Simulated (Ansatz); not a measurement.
# CHOS radical (SMILES O=[C]S): energies and forces away from the minimum

How good are functionals off equilibrium? 2 randomly displaced structures are computed with CCSD(T) and cheaper methods.

Computed with Ansatz 0.2.0, Gaussian basis. Level: single points with forces in def2-TZVPP.

Levels: PBE-D4, r2SCAN-D4, PBE0-D4, wB97M-V, Hartree-Fock, MP2, CCSD, CCSD(T). Each coordinate is moved by a Gaussian draw of the width named (0.7 of it for atoms other than hydrogen): 0.06, 0.02 Å.

Correlated methods freeze the cores. Orbitals are unrestricted.

13 further runs of the same task are left out: 13 set aside as unsound or not needed.

## (1) The starting structure

The minimum, relaxed at PBE0-D4: SMILES `O=[C]S`, 4 atoms, charge 0, spin multiplicity 2.

Atoms are counted from 1 here; the program's logs count them from 0.

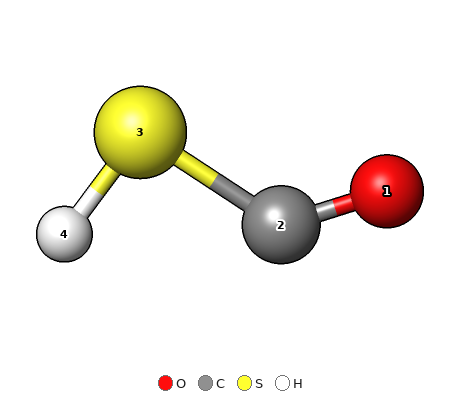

The starting geometry (oxygen red, carbon grey, sulfur yellow, hydrogen white); atoms are numbered from 1 in the order of the file.

Geometry (Å):

```
O    -0.7751   -0.1271    1.5940
C    -0.4019    0.2536    0.5542
S     0.5972   -0.5816   -0.6490
H     0.5798    0.4551   -1.4993
```

Energies of the minimum (eV), from earlier single points: PBE-D4 -13927.99771, r2SCAN-D4 -13933.57158, PBE0-D4 -13928.63669, B3LYP-D4 -13936.42336, wB97M-V -13934.25118, CCSD(T) -13917.08604.

## (2) Structure 1, width 0.06 Å

Input file ccsdt-tzvpp/in.yaml:

```yaml
crystal:
  periodic: [false, false, false]
  atoms:
    - {symbol: O, position_ang: [-0.780235, -0.140415, 1.591747]}
    - {symbol: C, position_ang: [-0.357644, 0.267601, 0.530994]}
    - {symbol: S, position_ang: [0.508464, -0.571579, -0.611253]}
    - {symbol: H, position_ang: [0.590214, 0.486026, -1.521465]}
basis:
  gaussian: {orbitals: def2-TZVPP}
magnetization: {spin_polarized: true, initial_magnetization: 1}
correlation: {method: ccsd_t}
scf: {omitted_lower_state_checks: [cluster_reference]}
output: {forces: true}
```

The command line of these runs was not kept.

The program printed, cut to the lines that bear on the results:

```text
Functional definition: HF
  name "HF"
  cite "Fock, Z. Phys. 61, 126 (1930) doi:10.1007/BF01340294"
  parent pbe
[...]
721 factors; integrals over basis functions are off by at most 8.5e-4 eV
[...]
mean field -13900.88666615 eV, -510.8481626216 hartree, gradient 1.6e-6 eV, S^2 0.769308; 1 other end points of the search recorded, 0 dependent functions left out
7 core orbitals not correlated: weight in the atoms' cores, before any rotation towards them, 1.000 or more for the frozen orbitals, at most 0.000 for the correlated occupied ones
reference -13900.88666615 eV, -510.8481626216 hartree; 9, 8 occupied and 102, 103 virtual orbitals, 721 factors
second order -14.72461889 eV of doubles, -0.00000000 eV of singles
cycle   1  -14.59149569 eV  change    1.3e-1 eV  update   1.2e-1
[...]
cycle  16  -15.20576134 eV  change   -6.7e-8 eV  update   6.9e-7
perturbative correction -0.77579390 eV, -0.0285098998 hartree
[...]
working
Total energy: -13916.86822138 eV, -511.4354739438 hartree
Atom 0 at    -0.780235    -0.140415     1.591747 Å, force     0.586337     0.741205    -1.506092 eV/Å
Atom 1 at    -0.357644     0.267601     0.530994 Å, force    -1.886968     0.404843     3.263402 eV/Å
Atom 2 at     0.508464    -0.571579    -0.611253 Å, force     1.356750    -0.115788    -2.649753 eV/Å
Atom 3 at     0.590214     0.486026    -1.521465 Å, force    -0.056120    -1.030261     0.892443 eV/Å
Dipole moment:     0.226516     0.055339    -0.480317 e Å
Checks for a lower state left out: cluster_reference
```

It took 1.8 min on 2 threads, shared host; peak memory 1.8 GiB.

The other levels were run on the same coordinates; their logs were not kept, and their results stand in the tables.

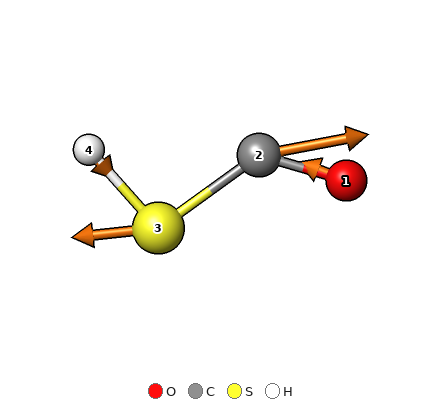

Forces at CCSD(T); the longest arrow is 3.79 eV/Å.

```
   method  RMS force component (eV/Å)  RMS error against CCSD(T) (eV/Å)  angle to CCSD(T) forces (°)  dipole (D)
   PBE-D4                       1.239                             0.317                          4.7        2.55
r2SCAN-D4                       1.440                             0.207                          7.1        2.67
  PBE0-D4                       1.617                             0.374                         13.3        2.73
  wB97M-V                       1.684                             0.339                         10.8        2.72
  CCSD(T)                       1.535                         reference                    reference        2.56
```

## (3) Structure 2, width 0.02 Å

Input file ccsdt-tzvpp/in.yaml:

```yaml
crystal:
  periodic: [false, false, false]
  atoms:
    - {symbol: O, position_ang: [-0.762488, -0.105718, 1.599257]}
    - {symbol: C, position_ang: [-0.411995, 0.233957, 0.541673]}
    - {symbol: S, position_ang: [0.565695, -0.580672, -0.638177]}
    - {symbol: H, position_ang: [0.603462, 0.453944, -1.474556]}
basis:
  gaussian: {orbitals: def2-TZVPP}
magnetization: {spin_polarized: true, initial_magnetization: 1}
correlation: {method: ccsd_t}
scf: {omitted_lower_state_checks: [cluster_reference]}
output: {forces: true}
```

The program printed, cut to the lines that bear on the results:

```text
[... 4 set-up lines as earlier in the session ...]
[...]
723 factors; integrals over basis functions are off by at most 8.0e-4 eV
[...]
mean field -13901.22038630 eV, -510.8604266108 hartree, gradient 2.9e-6 eV, S^2 0.771656; 0 other end points of the search recorded, 0 dependent functions left out
7 core orbitals not correlated: weight in the atoms' cores, before any rotation towards them, 1.000 or more for the frozen orbitals, at most 0.000 for the correlated occupied ones
reference -13901.22038630 eV, -510.8604266108 hartree; 9, 8 occupied and 102, 103 virtual orbitals, 723 factors
second order -14.55044757 eV of doubles, -0.00000000 eV of singles
cycle   1  -14.50670218 eV  change    4.4e-2 eV  update   1.1e-1
[...]
cycle  16  -15.08197994 eV  change   -2.4e-7 eV  update   8.5e-7
perturbative correction -0.74490024 eV, -0.0273745788 hartree
[...]
working
[...]
Total energy: -13917.04726647 eV, -511.4420537294 hartree
Atom 0 at    -0.762488    -0.105718     1.599257 Å, force    -0.491316    -0.573111     1.396151 eV/Å
Atom 1 at    -0.411995     0.233957     0.541673 Å, force    -0.087003     1.172208    -0.732675 eV/Å
Atom 2 at     0.565695    -0.580672    -0.638177 Å, force     0.651759    -0.722270    -0.597233 eV/Å
Atom 3 at     0.603462     0.453944    -1.474556 Å, force    -0.073439     0.123173    -0.066242 eV/Å
Dipole moment:     0.170997     0.073231    -0.388743 e Å
Checks for a lower state left out: cluster_reference
```

Wall time 1.8 min (2 threads, shared host); peak memory 1.8 GiB.

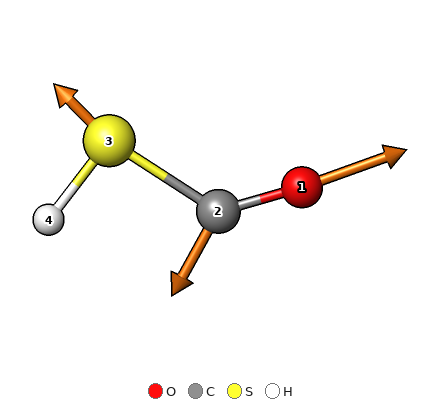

Forces at CCSD(T); the longest arrow is 1.59 eV/Å.

```csv
method,RMS force component (eV/Å),RMS error against CCSD(T) (eV/Å),angle to CCSD(T) forces (°),dipole (D)
PBE-D4,0.858,0.279,16.8,2.06
r2SCAN-D4,0.538,0.184,9.2,2.17
PBE0-D4,0.347,0.377,17.4,2.22
wB97M-V,0.410,0.349,22.1,2.20
CCSD(T),0.693,reference,reference,2.07
```

## (4) All structures together

Energy above the minimum (kJ/mol):

```
structure  width (Å)  PBE-D4  r2SCAN-D4  PBE0-D4  wB97M-V  Hartree-Fock   MP2  CCSD  CCSD(T)
        1       0.06    14.8       17.5     18.6     21.2          32.8  18.0  23.2     21.0
        2       0.02     3.6        2.5      1.7      2.6           0.6   2.6   2.9      3.7
```

Miss and cost, level by level (times from a shared host):

```csv
method,mean energy error from CCSD(T) (kJ/mol),mean time a point
PBE-D4,3.2,1.5 s
r2SCAN-D4,2.4,3.5 s
PBE0-D4,2.2,1.8 s
wB97M-V,0.7,6.8 s
Hartree-Fock,7.5,part of the CCSD(T) run
MP2,2.1,part of the CCSD(T) run
CCSD,1.5,part of the CCSD(T) run
CCSD(T),0,1.8 min
```

The best functional, wB97M-V, misses by 0.7 kJ/mol and takes 6.8 s a point, against 1.8 min for CCSD(T).

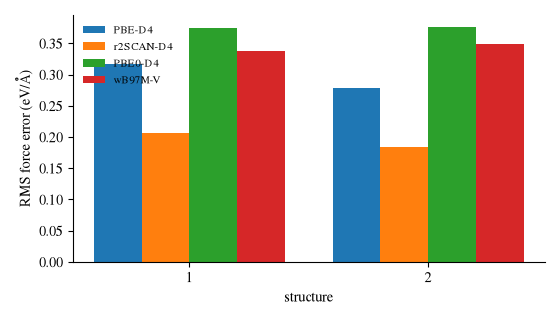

Force errors against CCSD(T).

## (5) Summary of results

| quantity | value |
| --- | --- |
| energy above the minimum, CCSD(T) | 21.0, 3.7 kJ/mol |
| mean energy error | PBE-D4 3.2, r2SCAN-D4 2.4, PBE0-D4 2.2, wB97M-V 0.7, Hartree-Fock 7.5, MP2 2.1, CCSD 1.5 kJ/mol |
| mean RMS force error | PBE-D4 0.298, r2SCAN-D4 0.195, PBE0-D4 0.375, wB97M-V 0.344 eV/Å |
| largest T1 diagnostic | 0.022 |

**Reading.** In energy wB97M-V is nearest to CCSD(T) and Hartree-Fock farthest. For forces r2SCAN-D4 is best, off by 18 % of the typical force, and PBE0-D4 worst (34 %); with few structures and a triple-zeta reference, gaps of a few points rank nothing.
